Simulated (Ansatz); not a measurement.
# SnBi2O: properties of a relaxed candidate

Aim: for this structure of SnBi2O, compute bands, density of states and charges.

Program: Ansatz 0.2.0. Level of theory: DFT PBE, scalar-relativistic, plane waves, PAW. These are calculated values, not measurements.

## (1) The system as given

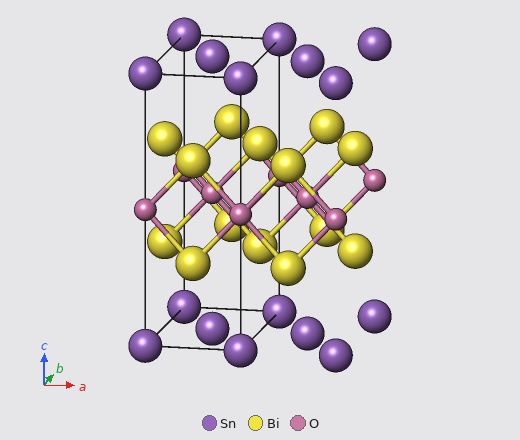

The starting structure, seen slightly off an axis (tin purple, bismuth yellow, oxygen pink). 2×1×1 cells are drawn. Atoms on the faces are drawn again on the opposite ones. The cell drawn here is the conventional one.

As a file:

```
CELL_PARAMETERS angstrom
1.67088 -3.03567 0.00000
1.67088 3.03567 0.00000
0.00000 0.00000 9.56640
ATOMIC_POSITIONS crystal
Sn 0.00000 0.00000 0.00000
Bi 0.50000 0.50000 0.68858
Bi 0.50000 0.50000 0.31142
O 0.00000 0.00000 0.50000
```

It is the end of an earlier relaxation with the same method, from a generated guess; it is a trial structure. At a tolerance of 0.05 Å it has space group Cmmm (No. 65); it has 24.26 Å³/atom, an uncorrected energy of -0.16 eV/atom over the elements.

## (2) Static run: bands, density of states and charges

input.yaml

```yaml
crystal:
  lattice:
    - [1.6708825097, -3.0356712709, 0.0]
    - [1.6708825097, 3.0356712709, 0.0]
    - [0.0, 0.0, 9.566395688]
  atoms:
    - { symbol: Sn, position: [0.0, 0.0, 0.0] }
    - { symbol: Bi, position: [0.5, 0.5, 0.6885784382] }
    - { symbol: Bi, position: [0.5, 0.5, 0.3114215618] }
    - { symbol: O, position: [0.0, 0.0, 0.5] }
basis:
  ecutwfc: 420
kpoints:
  mp_grid: { grid: [16, 16, 6] }
  band_path:
    path:
      - [[0.0, 0.0, 0.0], [-0.5, 0.5, 0.0], [-0.32573949, 0.67426051, 0.0]]
      - [[0.32573949, 0.32573949, 0.0], [0.0, 0.0, 0.0], [0.0, 0.0, 0.5], [0.32573949, 0.32573949, 0.5]]
      - [[-0.32573949, 0.67426051, 0.5], [-0.5, 0.5, 0.5], [-0.5, 0.5, 0.0]]
      - [[0.0, 0.0, 0.0], [0.0, 0.5, 0.0], [0.0, 0.5, 0.5], [0.0, 0.0, 0.5], [-0.5, 0.5, 0.5]]
    npoints: 14
hamiltonian:
  xc: pbe
scf:
  occupations: { method: gaussian, width: 0.1 }
  n_extra_bands: 10
output:
  forces: true
  stress: true
  eigenvalues: true
  populations: true
  dos: { projected: true, de: 0.02, nscf_kmesh: { grid: [20, 20, 8] } }
  bader: true
  write_density: true
  write_potential: true
  elf: true
  volumetric_format: npy
```

Run with:

```console
ansatz run input.yaml --threads 1 --pin off --max-ram 2560MiB --backend cpu --events-out ev --progress --plain --runs-dir out
```

What it wrote:

```text
Warning: RAYON_NUM_THREADS=1 ignored (pool sized by the plan → 1); use --threads N
scf.n_extra_bands = 10 over 25 filled bands (N_el = 50.0): the run solves 35 bands
Engine: ansatz 0.2.0, x86_64-unknown-linux-gnu
Pseudopotentials: kind: paw
Pseudopotential: Sn, paw, valence charge 14, recommended cutoff 420 eV (normal), Sn.paw.azcp
Pseudopotential: Bi, paw, valence charge 15, recommended cutoff 420 eV (normal), Bi.paw.azcp
Pseudopotential: O, paw, valence charge 6, recommended cutoff 420 eV (normal), O.paw.azcp
Functional definition: PBE
  parameter kappa = 0.804
  parameter beta = 0.06672455060314922
  exchange = pbe_x(kappa = kappa, mu = beta*pi^2/3)
  correlation = pbe_c(beta = beta)
Crystal: 4 atoms, lattice volume = 97.046 Å³
Basis set: ecut = 420 eV, 1881 PW (Γ), exchange–correlation on 48×48×128 points (8 copies of the dense FFT grid, shifted against one another)
Bands: 35, of which v1, the nominal top of the filled ones, is band 25 counted from 1 (24 counted from 0)
Symmetry: 8 space group operations
Space group: Cmmm (ITA 65), of the structure as read, at distance tolerance 4.6e-5 Å
k-points: 292 of 1536
Non-local potential: Sn, projectors of the file, l = 0: 2, l = 1: 2, l = 2: 2, l = 3: 2
Non-local potential: Bi, projectors of the file, l = 0: 2, l = 1: 2, l = 2: 2, l = 3: 2
Non-local potential: O, projectors of the file, l = 0: 2, l = 1: 2, l = 2: 1
PAW form: soft (Blöchl's): semilocal exchange-correlation on the pseudo side does not see the compensation charge
PAW one-centre angular grid: Sn, 590 points (default); XC on 64 Gauss nodes
PAW one-centre angular grid: Bi, 590 points (default); XC on 64 Gauss nodes
PAW one-centre angular grid: O, 110 points (default); XC on 64 Gauss nodes
Initial density: superposition of atomic densities (neutral atoms: chi_scale 0, normalization atom), corrected by the library's trained network
Initial wavefunctions: pseudopotential atomic-orbital guess
Functional: x = pbe(κ = 0.804, μ = 0.2195149727645171), c = pbe(β = 0.06672455060314922)
SCF iter   1: F=—  HF=-31382.938225 eV  |F-HF|=—  |Δ(HF+E_count)|=         —  Δρ=1.82e-3  dr2=4.00e-3  ethr=1.77e-3  ⟨swp⟩=8.5  Hψ=53122  notcnv=0  defer=277
preconditioner: auto → Kerker (q_TF=auto, 2.443 Å⁻¹)  [metal: Δε(μ)=0.008 eV  Ē_g=21.066 eV  σ=0.100 eV  W_gap=0.05  n_scr=24 (ndim 8)  ℏωp=26.7 eV  f_vac=0.000  D(μ)=1.89/eV (n_scr^D=4)]
SCF iter   2: F=—  HF=-31382.937248 eV  |F-HF|=—  |Δ(HF+E_count)|=   9.77e-4  Δρ=1.19e-3  dr2=1.93e-3  ethr=8.01e-6  ⟨swp⟩=2.1  Hψ=19706  notcnv=0  defer=317
SCF iter   3: F=—  HF=-31382.937146 eV  |F-HF|=—  |Δ(HF+E_count)|=   1.01e-4  Δρ=4.12e-4  dr2=2.16e-4  ethr=3.85e-6  ⟨swp⟩=2.4  Hψ=15688  notcnv=0  defer=317
SCF iter   4: F=—  HF=-31382.937110 eV  |F-HF|=—  |Δ(HF+E_count)|=   3.66e-5  Δρ=2.03e-4  dr2=6.27e-5  ethr=4.32e-7  ⟨swp⟩=2.1  Hψ=13549  notcnv=0  defer=317
SCF iter   5: F=—  HF=-31382.937125 eV  |F-HF|=—  |Δ(HF+E_count)|=   1.52e-5  Δρ=4.06e-5  dr2=7.05e-6  ethr=1.25e-7  ⟨swp⟩=2.6  Hψ=16593  notcnv=0  defer=317
SCF iter   6: F=—  HF=-31382.937125 eV  |F-HF|=—  |Δ(HF+E_count)|=   4.81e-7  Δρ=1.96e-5  dr2=1.59e-6  ethr=1.41e-8  ⟨swp⟩=2.2  Hψ=13434  notcnv=0  defer=317
SCF iter   7: F=—  HF=-31382.937124 eV  |F-HF|=—  |Δ(HF+E_count)|=   2.76e-7  Δρ=6.32e-6  dr2=1.85e-7  ethr=3.19e-9  ⟨swp⟩=2.1  Hψ=13315  notcnv=0  defer=317
SCF iter   8: F=-31382.937124 eV  HF=-31382.937124 eV  |F-HF|=1.15e-9  |Δ(HF+E_count)|=   7.41e-9  Δρ=2.14e-6  dr2=5.81e-9  ethr=2.00e-10  ⟨swp⟩=14.4  Hψ=74528  notcnv=0
SCF 1 converged in 8 iterations: F = -31382.937124 eV  dr2 = 5.81e-9
NSCF: frozen V_eff on 158 k-points
NSCF: frozen V_eff on 555 k-points
SCF converged after 8 iterations
Free energy (F): -31382.937124 eV
Harris-Foulkes:  -31382.937124 eV  (|F-HF|=1.15e-9)
Internal energy: -31382.927617 eV  (E = F + TS)
E sigma→0 (E₀):  -31382.932371 eV
Entropy (-TS):   -0.009507 eV (-2.377 meV/atom)
Fermi energy:    11.082731 eV
--- Per-component energies (eV) ---
  E_band       = -251.986874
  E_kinetic    = 961.482273
  E_local      = -4034.224485  (includes V_loc(G=0)·N_el)
  E_nonlocal   = 1137.996822
  E_hartree    = 1560.831828
  E_xc         = -759.279808
  E_vxc        = -478.796044  (∫ρ·V_xc dr)
  E_paw        = -25618.276306  (= ΣΔE_a)
  E_vpaw       = -960.109718  (= ΣTr[D̂ρ^β])
  E_aug_tail   = 0.001372  (compensation charges beyond the density's cutoff)
  E_ewald      = -4631.459314
  E_smearing   = -0.009507  (= −TS)
  E_closure    = -0.000000  (closes the sum)
  Σ components = -31382.937124   (vs F -31382.937124, Δ=0.00e0)
--- Forces (eV/Å), atoms counted from 1 ---
  atom   1  Sn     0.00000000     0.00000000     0.00000000
  atom   2  Bi     0.00000000    -0.00000000     0.00204096
  atom   3  Bi    -0.00000000     0.00000000    -0.00204096
  atom   4  O      0.00000000     0.00000000     0.00000000
  max |Σ_I F_I| component: 3.94e-31 eV/Å
--- Stress (GPa, compression-positive) ---
        0.019946      -0.000000       0.000000
       -0.000000       0.012029      -0.000000
        0.000000      -0.000000      -0.031990
  P = ⅓ Tr σ = -0.0000 GPa (-0.000 kbar)
--- Band table (eV; the first three rows and the last of 292) ---
  k-point 0: bands = ["-12.3028", "-12.2699", "-12.2385", "-12.1942", "-12.1684", "-12.1669", "-12.1406", "-12.1165", "-12.1144", "-12.1011", "-10.3744", "-10.3490", "-10.3366", "-10.2703", "-10.2653", "-7.3482", "-1.7444", "-1.0000", "2.3722", "6.1575", "7.8791", "8.9387", "10.2190", "10.2926", "15.6086", "15.9220", "16.1942", "16.3433", "16.5864", "17.4413", "18.9184", "19.0984", "19.5642", "20.4999", "20.8858"]
  k-point 1: bands = ["-12.3027", "-12.2700", "-12.2383", "-12.1944", "-12.1685", "-12.1669", "-12.1408", "-12.1162", "-12.1144", "-12.1010", "-10.3744", "-10.3490", "-10.3366", "-10.2703", "-10.2654", "-7.3482", "-1.7767", "-0.9435", "2.3011", "6.3423", "7.8792", "8.9386", "9.2836", "11.2825", "15.6248", "15.6647", "15.8947", "16.1648", "16.8290", "17.4600", "18.8351", "19.4549", "19.7619", "20.3384", "20.9008"]
  k-point 2: bands = ["-12.3025", "-12.2701", "-12.2381", "-12.1948", "-12.1684", "-12.1669", "-12.1414", "-12.1157", "-12.1145", "-12.1010", "-10.3744", "-10.3490", "-10.3366", "-10.2704", "-10.2654", "-7.3481", "-1.8318", "-0.8376", "2.1629", "6.8356", "7.8797", "8.3779", "8.9385", "12.3569", "14.6224", "15.6713", "15.8268", "15.9967", "17.1524", "17.4966", "18.6419", "19.6017", "20.0755", "20.5900", "20.9353"]
  k-point 291: bands = ["-12.3272", "-12.3102", "-12.1894", "-12.1695", "-12.1576", "-12.1498", "-12.1301", "-12.0751", "-12.0272", "-12.0263", "-10.4045", "-10.3228", "-10.2763", "-10.2629", "-10.2379", "-6.9187", "0.3652", "1.2616", "4.9009", "5.3926", "6.4048", "7.5249", "8.2316", "8.6146", "9.2100", "9.8506", "13.4098", "14.7331", "14.9751", "15.4273", "15.4648", "15.8253", "17.5861", "18.2638", "18.5733"]
--- Löwdin populations: 4 sites ---
  site symbol       q [e]
     0     Sn     14.1174
     1     Bi     14.4366
     2     Bi     14.4366
     3      O      6.8034
  spilling = 0.004121 (of n_electrons = 50.000000)
--- Bader charges: 4 sites ---
  site symbol  charge [e]  shift [e]
     0     Sn     -0.1059     0.0000
     1     Bi      0.6124     0.0004
     2     Bi      0.6124     0.0004
     3      O     -1.1190     0.0007
  estimated error of the sums over rays = 2.4e-4 e
```

Run time: 82 s. Hardware: 1 thread of Intel Xeon 6975P-C (Granite Rapids), shared host; peak memory 1.3 GiB.

Site by site:

```tsv
atom	Löwdin electrons	Bader charge (e)	Bader volume (Å³)
Sn1	14.12	-0.11	30.2
Bi2	14.44	+0.61	26.4
Bi3	14.44	+0.61	26.4
O4	6.80	-1.12	14.0
```

The Löwdin counts miss 0.21 of the 50 electrons, which the atomic orbitals do not span, so they are no charges.

From bands.tsv, the levels nearest the Fermi level at the path's corners, in eV from the Fermi level:

| point | band 22 | band 23 | band 24 | band 25 | band 26 | band 27 | band 28 | band 29 |
| --- | --- | --- | --- | --- | --- | --- | --- | --- |
| Γ | -2.14 | -0.86 | -0.79 | 4.53 | 4.84 | 5.11 | 5.26 | 5.50 |
| Y | -3.69 | -3.56 | -3.37 | -1.20 | 0.56 | 1.18 | 2.72 | 2.95 |
| C0 | -4.22 | -2.36 | -2.05 | -2.00 | -1.21 | -0.87 | -0.15 | 1.61 |
| Σ0 | -4.22 | -2.36 | -2.05 | -2.00 | -1.21 | -0.87 | -0.15 | 1.61 |
| Γ | -2.14 | -0.86 | -0.79 | 4.53 | 4.84 | 5.11 | 5.26 | 5.50 |
| Z | -3.20 | -2.14 | 2.29 | 2.51 | 4.65 | 4.67 | 4.86 | 6.23 |
| A0 | -4.21 | -2.82 | -2.35 | -2.00 | -1.13 | -0.66 | 0.42 | 1.78 |
| E0 | -4.21 | -2.82 | -2.35 | -2.00 | -1.13 | -0.66 | 0.42 | 1.78 |
| T | -3.56 | -2.85 | -2.47 | -1.87 | -1.23 | 2.33 | 3.65 | 3.89 |
| Y | -3.69 | -3.56 | -3.37 | -1.20 | 0.56 | 1.18 | 2.72 | 2.95 |
| Γ | -2.14 | -0.86 | -0.79 | 4.53 | 4.84 | 5.11 | 5.26 | 5.50 |
| S | -3.02 | -2.58 | -2.42 | -1.67 | 0.64 | 1.43 | 1.62 | 2.91 |
| R | -4.06 | -3.33 | -2.58 | -0.78 | 0.97 | 2.27 | 2.30 | 2.43 |
| Z | -3.20 | -2.14 | 2.29 | 2.51 | 4.65 | 4.67 | 4.86 | 6.23 |
| T | -3.56 | -2.85 | -2.47 | -1.87 | -1.23 | 2.33 | 3.65 | 3.89 |

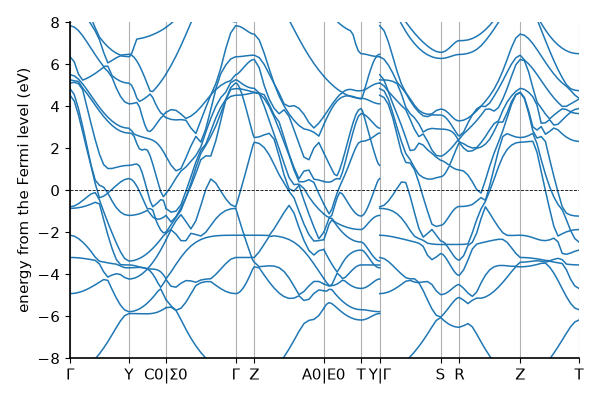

Bands along the path. Deeper bands lie below the window drawn.

States per cell in windows of 1 eV, from dos.tsv and pdos.tsv (zero at the Fermi level):

```csv
from,to,total,Sn 5s,Sn 5p,Bi 6p,O 2p
-8,-7,0.52,0.31,0.10,0.05,0.02
-7,-6,0.85,0.49,0.09,0.17,0.06
-6,-5,1.00,0.22,0.04,0.38,0.32
-5,-4,2.56,0.11,0.17,0.95,1.21
-4,-3,2.23,0.06,0.14,0.71,1.21
-3,-2,2.30,0.05,0.47,0.58,1.08
-2,-1,2.25,0.07,0.66,0.81,0.51
-1,0,1.85,0.08,0.52,0.84,0.28
0,1,2.02,0.08,0.47,1.12,0.20
1,2,2.37,0.08,0.43,1.45,0.23
2,3,2.17,0.04,0.56,1.24,0.16
3,4,2.97,0.02,0.92,1.56,0.26
4,5,1.74,0.01,0.56,0.81,0.08
5,6,0.97,0.01,0.31,0.31,0.04
```

A further 36 or so states lie below the table's range.

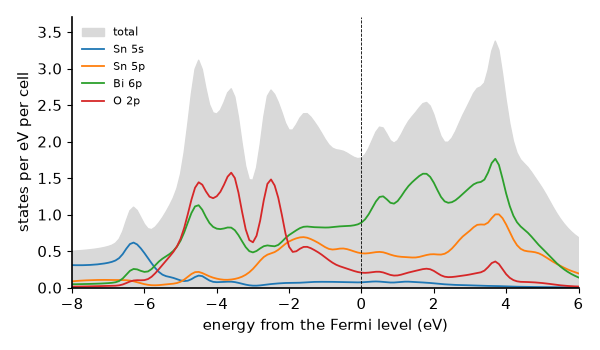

Total and projected density of states, smoothed over about 0.40 eV.

Axes a, b and c in the maps are those of this run's conventional cell (a, b, c = 3.342, 6.071, 9.566 Å).

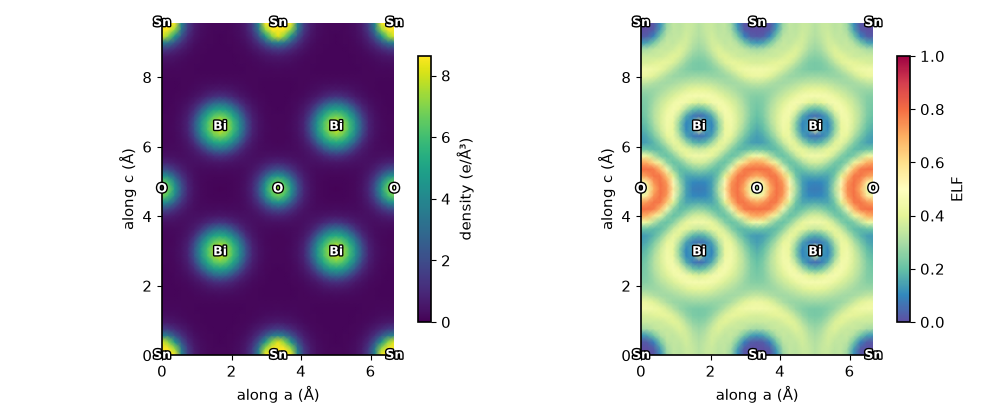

Density (left) and ELF (right) in a lattice plane of the grid's cell (edges 3.34 and 9.57 Å, at 0.000 of the third edge), which holds Sn and Bi and O. Only atoms in the plane are labelled; the density scale stops at 8.63 e/Å³. Both are smooth fields of the valence electrons: close to the nuclei they are not physical.

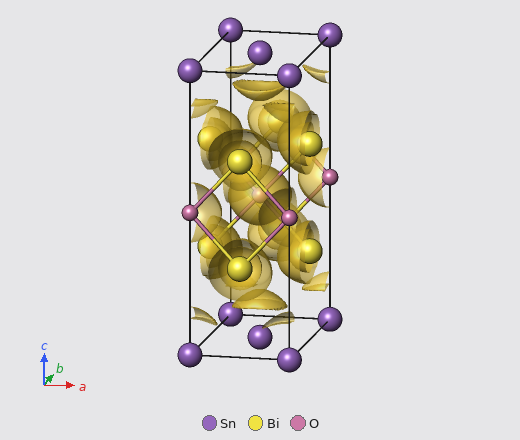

Surface of ELF = 0.40, drawn in one cell.

Outside the cores ELF peaks at 0.87 beside O, off the lines to its neighbours, 0.6 Å from O; 0.45 beside Bi, off the lines to its neighbours, 1.3 Å from Bi.

## (3) A further run, with the input changed

input.yaml

```yaml
crystal:
  lattice:
    - [1.6708825097, -3.0356712709, 0.0]
    - [1.6708825097, 3.0356712709, 0.0]
    - [0.0, 0.0, 9.566395688]
  atoms:
    - { symbol: Sn, position: [0.0, 0.0, 0.0] }
    - { symbol: Bi, position: [0.5, 0.5, 0.6885784382] }
    - { symbol: Bi, position: [0.5, 0.5, 0.3114215618] }
    - { symbol: O, position: [0.0, 0.0, 0.5] }
basis:
  ecutwfc: 420
kpoints:
  mp_grid: { grid: [16, 16, 6] }
hamiltonian:
  xc: pbe
scf:
  occupations: { method: gaussian, width: 0.1 }
  max_iter: 100
output:
  forces: true
  eigenvalues: true
  stress: true
ENCUT: 400
```

Run with:

```console
ansatz run input.yaml --threads 1 --pin off --max-ram 2560MiB --backend cpu --events-out ev --progress --plain --runs-dir out
```

What it wrote:

```text
Error: YAML parse error: error: line 24 column 1: unknown field `ENCUT`, expected one of crystal, accuracy, basis, kpoints, hamiltonian, magnetization, projection, total_charge, correlation, batch, efield, external_charges, scf, relax, neb, saddle, md, ramp, phonons, dielectric, real_time, elastic, magnetic_configurations, gw, evaluate, workflow, output, checkpoint, execution
  --> <input>:24:1
   |
22 |   eigenvalues: true
23 |   stress: true
24 | ENCUT: 400
   | ^ unknown field `ENCUT`, expected one of crystal, accuracy, basis, kpoints, hamiltonian, magnetization, projection, total_charge, correlation, batch, efield, external_charges, scf, relax, neb, saddle, md, ramp, phonons, dielectric, real_time, elastic, magnetic_configurations, gw, evaluate, workflow, output, checkpoint, execution
```

It took 0.02 s on 1 thread of Intel Xeon 6975P-C (Granite Rapids), shared host; peak memory 0.027 GiB.

## (4) Diagnosis

Nothing was computed: the input was turned down at the start. The line that matters: «line 24 column 1: unknown field `ENCUT`, expected one of crystal, accuracy, basis, kpoints, hamiltonian, magnetization, ...»

Look at the input: ENCUT is 400. A setting was typed under another program's name, or in the wrong section.

Remedy: delete ENCUT.

## (5) Outcome

| quantity | value |
| --- | --- |
| gap | none (metal) |
| states at the Fermi level | 1.73 per eV per cell |
| Bader charges | Sn -0.11, Bi +0.61, O -1.12 e |

Bands cross the Fermi level: a metal at this level of theory. Of the projected weight within 0.25 eV of the Fermi level, the largest part is Bi 6p (52 %) and Sn 5p (27 %). Bader charges reach 1.1 e, so charge transfer in this metal is strong. These runs have no spin-orbit coupling; with Bi it would split and shift bands.
